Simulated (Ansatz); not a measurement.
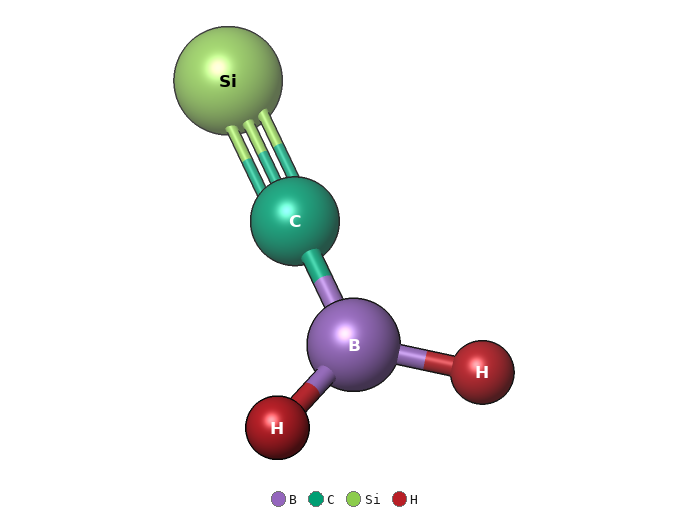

Orthographic view. Distant atoms are faded towards the background colour. The species has charge −1 and is a spin singlet. Computed geometry: PBE0-D4/def2-TZVPD optimisation. No frequency run is at hand to confirm it as a minimum.

**Give the standard InChI.**

InChI=1S/CH2BSi/c2-1-3/h2H2/q-1
